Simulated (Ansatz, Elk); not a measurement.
## Ti2Si2Pb: X-ray structure factors from the self-consistent density

Structure refinements treat a crystal as free atoms side by side. For a made-up structure of Ti2Si2Pb (cell and positions from a PBE relaxation) the runs below show what the calculated density changes in F(hkl).

Main program and level: Elk 11.2.3 (patched build); DFT, PBE, all-electron APW+lo, Dirac cores, scalar-relativistic bands, static density, no spin.

The structure was built from a prototype and need not be the compound's stable phase.

### 1. Starting point

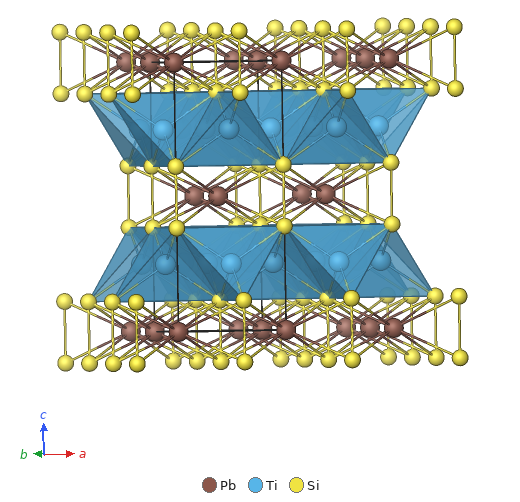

The cell as given, slightly off an axis (lead brown, titanium blue, silicon yellow). 2×2×1 cells are drawn. This picture shows the conventional cell, with its axes. Some periodic images of atoms are drawn too.

As a file:

```cif
data_structure
_symmetry_space_group_name_H-M 'P 1'
_symmetry_Int_Tables_number 1
_cell_length_a 6.0810
_cell_length_b 6.0810
_cell_length_c 6.0810
_cell_angle_alpha 138.515
_cell_angle_beta 138.515
_cell_angle_gamma 60.116
_cell_volume 97.66
loop_
_atom_site_label
_atom_site_type_symbol
_atom_site_fract_x
_atom_site_fract_y
_atom_site_fract_z
_atom_site_occupancy
Pb1 Pb 0.00000 0.00000 0.00000 1
Ti2 Ti 0.25000 0.75000 0.50000 1
Ti3 Ti 0.75000 0.25000 0.50000 1
Si4 Si 0.38564 0.38564 0.00000 1
Si5 Si 0.61436 0.61436 0.00000 1
```

### 2. Ground state and structure factors

An all-electron density is needed, since X-rays see the cores too. Task 0 finds the density and task 195 Fourier-transforms it; tshift is off so that phases refer to the origin typed.

Input file elk.in:

```
tasks
  0
  195

xctype
  20

spinpol
  .false.

rgkmax
  7.0

gmaxvr
  14.0

lmaxo
  7

lmaxapw
  8

swidth
  0.002

tshift
  .false.

ramdisk
  .false.

hmaxvr
  5.5

maxscl
  120

epspot
  1e-06

sppath
  './'

avec
  -4.06996000321 4.06996000321 9.94614393188
  4.06996000321 -4.06996000321 9.94614393188
  4.06996000321 4.06996000321 -9.94614393188

atoms
  3
  'Pb.in'
  1
  -0.0000000000 -0.0000000000 0.0000000000   0.000000 0.000000 0.000000
  'Ti.in'
  2
  0.2500000000 0.7500000000 0.5000000000   0.000000 0.000000 0.000000
  0.7500000000 0.2500000000 0.5000000000   0.000000 0.000000 0.000000
  'Si.in'
  2
  0.3856353901 0.3856353901 0.0000000000   0.000000 0.000000 0.000000
  0.6143646099 0.6143646099 0.0000000000   0.000000 0.000000 0.000000

ngridk
  7 7 7
```

Started as:

```console
> OMP_NUM_THREADS=4 elk
```

Numbers of over 12 decimals in the logs are rounded to 6 here.

The program printed:

```text
┌─────────────────────────┐
│ Elk code version 11.2.3 │
└─────────────────────────┘

All units are atomic (Hartree, Bohr, etc.)

┌─────────────────────────────────────────────────┐
│ Ground-state run starting from atomic densities │
└─────────────────────────────────────────────────┘

Lattice vectors :
  -4.069960003       4.069960003       9.946143932
   4.069960003      -4.069960003       9.946143932
   4.069960003       4.069960003      -9.946143932

Reciprocal lattice vectors :
  0.5006301513E-17  0.7718976725      0.3158603651
  0.7718976725      0.5006301513E-17  0.3158603651
  0.7718976725      0.7718976725      0.6214112436E-17

Unit cell volume      :    659.0145657
Brillouin zone volume :   0.3763956464

Muffin-tin inner radius fraction :   0.1000000000E-01

Nuclei treated as point charges

Species : 1 (Pb)
 parameters loaded from : Pb.in
 name : lead
 nuclear charge    :   -82.00000000
 electronic charge :    82.00000000
 atomic mass :    377702.4943
 muffin-tin radius :    2.800000000
 number of radial points in muffin-tin :   1393
 inner part over the whole radius :   0.9993555083E-02
 number on inner part of muffin-tin    :   1001
 approximate nuclear radius :   0.1047603524E-03
 number of mesh points to nuclear radius :    525
 atomic positions (lattice), magnetic fields (Cartesian) :
  1 :   0.00000000  0.00000000  0.00000000    0.00000000  0.00000000  0.00000000

Species : 2 (Ti)
 parameters loaded from : Ti.in
 name : titanium
 nuclear charge    :   -22.00000000
 electronic charge :    22.00000000
 atomic mass :    87256.20317
 muffin-tin radius :    2.400000000
 number of radial points in muffin-tin :    993
 inner part over the whole radius :   0.9985722337E-02
 number on inner part of muffin-tin    :    699
 approximate nuclear radius :   0.6805665174E-04
 number of mesh points to nuclear radius :    325
 atomic positions (lattice), magnetic fields (Cartesian) :
  1 :   0.25000000 -0.25000000  0.50000000    0.00000000  0.00000000  0.00000000
  2 :  -0.25000000  0.25000000  0.50000000    0.00000000  0.00000000  0.00000000

Species : 3 (Si)
 parameters loaded from : Si.in
 name : silicon
 nuclear charge    :   -14.00000000
 electronic charge :    14.00000000
 atomic mass :    51196.73458
 muffin-tin radius :    2.200000000
 number of radial points in muffin-tin :    793
 inner part over the whole radius :   0.9899632250E-02
 number on inner part of muffin-tin    :    553
 approximate nuclear radius :   0.5963282101E-04
 number of mesh points to nuclear radius :    246
 atomic positions (lattice), magnetic fields (Cartesian) :
  1 :   0.38563539  0.38563539  0.00000000    0.00000000  0.00000000  0.00000000
  2 :  -0.38563539 -0.38563539  0.00000000    0.00000000  0.00000000  0.00000000

Total number of atoms per unit cell :    5
Total muffin-tin volume :    296.9684704
 ratio of muffin-tin to unit cell volume :   0.4506250481

Spin treatment :
 spin-unpolarised

Number of Bravais lattice symmetries :   16
Number of crystal symmetries         :   16
Crystal has inversion symmetry
Real symmetric eigensolver will be used

k-point grid :      7     7     7
k-point offset :    0.000000000       0.000000000       0.000000000
k-point set is reduced with full crystal symmetry group
Total number of k-points :       40

Muffin-tin radius times maximum |G+k| :    7.000000000
 using average radius
Maximum |G+k| for APW functions       :    2.916666667
Maximum (1/2)|G+k|²                   :    4.253472222
Maximum |G| for potential and density :    14.00000000
Constant for pseudocharge density :   10
 order of it for each species :   17  17  17
 order of it for pair densities of each species (exact exchange by exxq0 0: 18) :   13  10   7
Radial integration step length :    1

G-vector grid sizes :     54    54    54
Number of G-vectors :    30513

Maximum angular momentum used for
 APW functions            :    8
 outer part of muffin-tin :    7
 inner part of muffin-tin :    2

Total nuclear charge    :   -154.0000000
[...]
electron entropic           :    -0.93735506857471E-03
 total energy                :     -23217.804004932

Density of states at Fermi energy :    69.48839836
 (states/Hartree/unit cell)

Estimated indirect band gap :   0.2310635786E-02
 from k-point 20 to k-point 33
Estimated direct band gap   :   0.3265614297E-02
 at k-point 33

Charges :
 core                        :    108.0000000
 valence                     :    46.00000000
 interstitial                :    8.491970840
 muffin-tins (core leakage)
  species : 1 (Pb)
   atom 1                    :    79.82718221     (  0.1261529014E-02)
  species : 2 (Ti)
[...]
species : 3 (Si)
[...]
total in muffin-tins        :    145.5080292
 total calculated charge     :    153.9957348
 total charge                :    154.0000000
 error                       :   0.4265228020E-02

RMS change in Kohn-Sham potential (target) :   0.3803373678     (  0.1000000000E-05)
Absolute change in total energy (target)   :   0.4305070936     (  0.1000000000E-03)

[... loops 3 to 16 left out ...]

┌──────────────────┐
│ Loop number : 17 │
└──────────────────┘

Energies :
 Fermi                       :     0.269788
 sum of occupied eigenvalues :     -14253.781828886
 electron kinetic            :      26675.752609442
 core electron kinetic       :      26397.674002481
 Coulomb                     :     -49375.623241403
 Coulomb potential           :     -40255.321857291
 nuclear-nuclear             :     -1830.0047446001
 electron-nuclear            :     -54868.569308602
 Hartree                     :      7322.9508117995
 Madelung                    :     -29247.962312757
 xc potential                :     -674.21258103645
 exchange                    :     -508.42452296031
 correlation                 :     -8.087752
 electron entropic           :    -0.12345720222450E-02
 total energy                :     -23216.384141546

Density of states at Fermi energy :    93.02280607
 (states/Hartree/unit cell)

Estimated indirect band gap :   0.2053101851E-02
 from k-point 20 to k-point 27
Estimated direct band gap   :   0.3242448606E-02
 at k-point 20

Charges :
 core                        :    108.0000000
 valence                     :    46.00000000
 interstitial                :    8.416332321
 muffin-tins (core leakage)
  species : 1 (Pb)
[...]
species : 2 (Ti)
[...]
species : 3 (Si)
[...]
total in muffin-tins        :    145.5836677
 total calculated charge     :    153.9958720
 total charge                :    154.0000000
 error                       :   0.4127966284E-02

RMS change in Kohn-Sham potential (target) :   0.1200482830E-06 (  0.1000000000E-05)
Absolute change in total energy (target)   :   0.6305188435E-04 (  0.1000000000E-03)

Convergence targets achieved

┌──────────────────┐
│ Loop number : 18 │
└──────────────────┘

Energies :
 Fermi                       :     0.269788
 sum of occupied eigenvalues :     -14253.781824218
 electron kinetic            :      26675.752606169
 core electron kinetic       :      26397.673998901
 Coulomb                     :     -49375.623242288
 Coulomb potential           :     -40255.321857066
 nuclear-nuclear             :     -1830.0047446001
 electron-nuclear            :     -54868.569310619
 Hartree                     :      7322.9508129306
 Madelung                    :     -29247.962313755
 xc potential                :     -674.21257332128
 exchange                    :     -508.42452312791
 correlation                 :     -8.087752
 electron entropic           :    -0.12345720207863E-02
 total energy                :     -23216.384145870

Density of states at Fermi energy :    93.02280347
 (states/Hartree/unit cell)

Estimated indirect band gap :   0.2053102709E-02
 from k-point 20 to k-point 27
Estimated direct band gap   :   0.3242448173E-02
 at k-point 20

Charges :
 core                        :    108.0000000
 valence                     :    46.00000000
 interstitial                :    8.416332126
 muffin-tins (core leakage)
  species : 1 (Pb)
[...]
species : 2 (Ti)
[...]
atom 2                    :    20.33824623     ( -0.2204267027E-06)
  species : 3 (Si)
   atom 1                    :    12.30262713     (  0.1363261339E-02)
   atom 2                    :    12.30262713     (  0.1363261339E-02)
 total in muffin-tins        :    145.5836679
 total calculated charge     :    153.9958720
 total charge                :    154.0000000
 error                       :   0.4127966303E-02

┌──────────────────────────────┐
│ Self-consistent loop stopped │
└──────────────────────────────┘

Warning : core states of species 1 leak from the muffin-tin :   0.1175978367E-02

Warning : core states of species 3 leak from the muffin-tin :   0.1363261339E-02

Wrote STATE.OUT
```

Run time: 36 s. Hardware: 4 threads of Arm Neoverse V2, shared host; peak memory 0.23 GiB; 1.7 min of CPU time.

SFACRHO.OUT:

```text

h k l indices transformed by vhmat matrix:
   1.000000000       0.000000000       0.000000000    
   0.000000000       1.000000000       0.000000000    
   0.000000000       0.000000000       1.000000000    

      h      k      l  multipl.   |H|            Re(F)            Im(F)           |F|

      0      0      0      1   0.0000000       154.00000      0.59079130E-16   154.00000    
      1      1     -1      2  0.63172073       41.429517     -0.45728322E-14   41.429517    
      1      0     -1      8  0.83402265       58.046093      0.11432080E-14   58.046093    
      0      0      1      4   1.0916282       59.310803      0.43636979E-14   59.310803    
      1      2     -1      8   1.2221849       82.047958     -0.34296241E-14   82.047958    
      0      2     -1      8   1.2612387       105.47037      0.34296241E-14   105.47037    
     -2     -2      2      2   1.2634415       83.631867     -0.82882583E-14   83.631867    
     -1      1      1      4   1.5437953       114.73764     -0.41139805E-14   114.73764    
      0     -2      2      8   1.6680453       39.037682      0.68592482E-14   39.037682    
     -2     -2      3      8   1.6697115       19.545630      0.10288872E-13   19.545630    
     -2      1      0     16   1.7546788       51.508393      0.11432080E-14   51.508393    
      3      2     -2      8   1.7578453       79.646133     -0.14861704E-13   79.646133    
      3      3     -3      2   1.8951622       29.363139      0.43441905E-13   29.363139    
     -3      0      2     16   1.9690201       70.913683      0.45728322E-14   70.913683    
     -1     -3      1      8   1.9948906       72.361985      0.85740603E-14   72.361985    
      2     -2      0      4   2.1832563       100.45233     -0.49322932E-16   100.45233    
      2      4     -3      8   2.1870738       78.497161      0.34296241E-14   78.497161    
     -1      3     -1      8   2.2728131       36.516243      0.80024563E-14   36.516243
```

Elk indexes on the primitive cell of elk.in and gives |H| = 4π sin θ/λ in inverse bohr. Below, one row stands for each form hkl of the conventional cell (m members, Friedel mates merged), F is for one primitive cell and the density is static (no thermal factor). Free-atom factors are Waasmaier and Kirfel's, and R is Σm||F|−|F'||/Σm|F|.

| hkl | m | sin θ/λ (Å⁻¹) | abs F, DFT | neutral atoms | diff. |
| --- | --- | --- | --- | --- | --- |
| 002 | 2 | 0.095 | 41.429 | 42.058 | -0.629 |
| 101 | 8 | 0.125 | 58.046 | 58.452 | -0.405 |
| 110 | 4 | 0.164 | 59.311 | 58.991 | +0.320 |
| 103 | 8 | 0.184 | 82.048 | 81.899 | +0.149 |
| 112 | 8 | 0.190 | 105.470 | 105.738 | -0.268 |
| 004 | 2 | 0.190 | 83.632 | 84.022 | -0.390 |
| 200 | 4 | 0.232 | 114.738 | 115.355 | -0.617 |
| 202 | 8 | 0.251 | 39.038 | 38.725 | +0.312 |
| 114 | 8 | 0.251 | 19.546 | 19.302 | +0.244 |
| 211 | 16 | 0.264 | 51.508 | 51.390 | +0.118 |
| 105 | 8 | 0.264 | 79.646 | 80.000 | -0.354 |
| 006 | 2 | 0.285 | 29.363 | 29.074 | +0.289 |
| 213 | 16 | 0.296 | 70.914 | 71.134 | -0.221 |
| 204 | 8 | 0.300 | 72.362 | 72.229 | +0.133 |

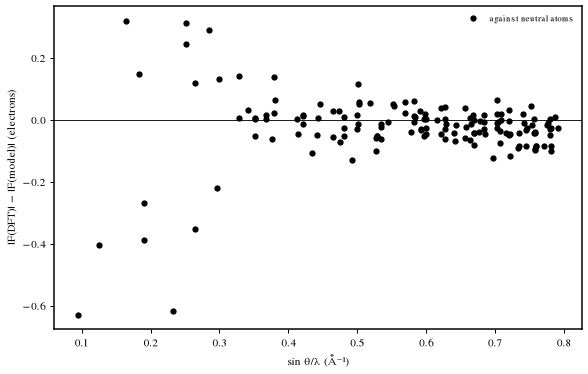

Difference between the calculated structure factors and the independent-atom ones.

### 3. The highest occupied states alone

An energy window below the Fermi level keeps the highest occupied states, to see at which angles they scatter; shallow core shells can lie inside it and anion s states outside. No new self-consistency is needed.

elk.in: that of step 2 with these lines changed.

```diff
@@ -1,3 +1,2 @@
 tasks
-  0
   195
@@ -40,2 +39,5 @@
 
+wsfac
+  -0.171200 0.569790
+
 sppath
```

Started as:

```console
> OMP_NUM_THREADS=4 elk
```

The program printed:

```text
┌─────────────────────────────────┐
│ Elk code version 11.2.3 started │
└─────────────────────────────────┘

Info(readinput): the functional depends on the density's gradient
 muffin-tin radial points multiplied by    2.00000
 (not where nrmtscf is given)

┌────────────────────┐
│ Current task : 195 │
└────────────────────┘

Info(sfacrho): density structure factors written to SFACRHO.OUT

 Energy window :  -0.1712000000      0.5697900000

┌──────────────────┐
│ Elk code stopped │
└──────────────────┘
```

It took 11 s on 4 threads; peak memory 0.16 GiB.

States within 12 eV below the Fermi level hold 20.00 electrons; any levels below the window count with the cores. Their amplitudes can exceed the total, where window and core parts have opposite phase:

| hkl | sin θ/λ (Å⁻¹) | abs F, window | abs F, all |
| --- | --- | --- | --- |
| 002 | 0.095 | 2.386 | 41.429 |
| 101 | 0.125 | 1.543 | 58.046 |
| 110 | 0.164 | 0.604 | 59.311 |
| 103 | 0.184 | 1.372 | 82.048 |
| 112 | 0.190 | 2.269 | 105.470 |
| 004 | 0.190 | 0.780 | 83.632 |
| 200 | 0.232 | 1.322 | 114.738 |
| 202 | 0.251 | 0.971 | 39.038 |
| 114 | 0.251 | 1.265 | 19.546 |
| 211 | 0.264 | 0.009 | 51.508 |

### 4. Another functional

The difference from free atoms is small, so it is set against the change that LDA (Perdew-Wang) makes.

elk.in: that of step 3 with these lines changed.

```diff
@@ -1,2 +1,3 @@
 tasks
+  0
   195
@@ -4,3 +5,3 @@
 xctype
-  20
+  3
 
@@ -39,5 +40,2 @@
 
-wsfac
-  -0.171200 0.569790
-
 sppath
```

Started as:

```console
> OMP_NUM_THREADS=4 elk
```

The program printed:

```text
┌─────────────────────────┐
│ Elk code version 11.2.3 │
└─────────────────────────┘

All units are atomic (Hartree, Bohr, etc.)

┌─────────────────────────────────────────────────┐
│ Ground-state run starting from atomic densities │
└─────────────────────────────────────────────────┘

Lattice vectors :
  -4.069960003       4.069960003       9.946143932
   4.069960003      -4.069960003       9.946143932
   4.069960003       4.069960003      -9.946143932

Reciprocal lattice vectors :
  0.5006301513E-17  0.7718976725      0.3158603651
[...]
species : 3 (Si)
   atom 1                    :    12.30637317     (  0.1386730634E-02)
   atom 2                    :    12.30637317     (  0.1386730634E-02)
 total in muffin-tins        :    145.6676987
 total calculated charge     :    153.9958152
 total charge                :    154.0000000
 error                       :   0.4184758166E-02

┌──────────────────────────────┐
│ Self-consistent loop stopped │
└──────────────────────────────┘

Warning : core states of species 1 leak from the muffin-tin :   0.1188173270E-02

Warning : core states of species 3 leak from the muffin-tin :   0.1386730634E-02

Wrote STATE.OUT
[key lines of the parts left out:]
total energy                :     -23199.516347466
```

The job ended after 22 s (4 threads; peak memory 0.17 GiB; 61 s of CPU time).

Against the first run R = 0.03 %; the largest change is -0.047 at 220.

### 5. Basis size

A smaller basis shows how fast F responds to it; the change is likely larger than the basis error of the first run, but doesn't show convergence.

elk.in: that of step 4 with these lines changed.

```diff
@@ -5,3 +5,3 @@
 xctype
-  3
+  20
 
@@ -11,3 +11,3 @@
 rgkmax
-  7.0
+  5.5
```

Started as:

```console
> OMP_NUM_THREADS=4 elk
```

The program printed:

```text
┌─────────────────────────┐
│ Elk code version 11.2.3 │
└─────────────────────────┘

All units are atomic (Hartree, Bohr, etc.)

┌─────────────────────────────────────────────────┐
│ Ground-state run starting from atomic densities │
└─────────────────────────────────────────────────┘

Lattice vectors :
  -4.069960003       4.069960003       9.946143932
   4.069960003      -4.069960003       9.946143932
   4.069960003       4.069960003      -9.946143932

Reciprocal lattice vectors :
  0.5006301513E-17  0.7718976725      0.3158603651
[...]
species : 3 (Si)
   atom 1                    :    12.28868401     (  0.1359381156E-02)
   atom 2                    :    12.28868401     (  0.1359381156E-02)
 total in muffin-tins        :    145.4295372
 total calculated charge     :    153.9959429
 total charge                :    154.0000000
 error                       :   0.4057095307E-02

┌──────────────────────────────┐
│ Self-consistent loop stopped │
└──────────────────────────────┘

Warning : core states of species 1 leak from the muffin-tin :   0.1179692000E-02

Warning : core states of species 3 leak from the muffin-tin :   0.1359381156E-02

Wrote STATE.OUT
[key lines of the parts left out:]
total energy                :     -23216.298146305
```

Elapsed: 29 s, on 4 threads; peak memory 0.21 GiB; 75 s of CPU time.

Against the first run R = 0.02 %; the largest change is +0.062 at 008.

### 6. Settings against the effect

| run | R against the first run (%) | R against neutral atoms, low angle (%) | wall time |
| --- | --- | --- | --- |
| PBE, rgkmax 7 | 0.00 | 0.43 | 36 s |
| LDA (Perdew-Wang) | 0.03 | 0.41 | 22 s |
| rgkmax 5.5 | 0.02 | 0.45 | 29 s |

### 7. Summary of results

* R against neutral atoms, sin θ/λ < 0.3 Å⁻¹: 0.43 %
* R against neutral atoms, 0.3 to 0.79 Å⁻¹: 0.09 %

What this shows: Independent neutral atoms miss the calculated amplitudes by R = 0.43 % below 0.3 Å⁻¹ and 0.09 % from there to 0.79 Å⁻¹; by shells, 0.82 % below 0.15 Å⁻¹ (2 forms), 0.39 % 0.15 to 0.3 (11 forms), 0.07 % 0.3 to 0.45 (22 forms), 0.09 % above 0.45 (114 forms). Bonding, aspherical density and the tables' own atoms all enter these figures, and the runs don't part them. The largest change of an amplitude is -0.63 electrons, at 002. The window's part falls from 20.0 electrons at the origin to at most 0.35 between 0.45 and 0.79 Å⁻¹. Below 0.3 Å⁻¹ the changes that finished (LDA (Perdew-Wang) and rgkmax 5.5) move F by R = 0.03 % at most, against the 0.43 % that separates it from free atoms. The k-mesh has no finished test. These runs have no spin, though d or f shells may be open. Spin-orbit coupling is left out, which can matter for elements this heavy. Part of the difference isn't bonding: the tables are fits to free atoms and ions calculated by other methods than this functional. Thermal motion, anomalous dispersion and extinction are left out.

[Logs are printed without paths, hosts, clocks, repeated set-up lines and the standing remarks that a program may print on its own settings, such as how far it seeks lower states.]

[Hosts, paths, dates, database ids (printed as entryN), source tags and the programs' standing remarks are cut or masked in the printed files.]
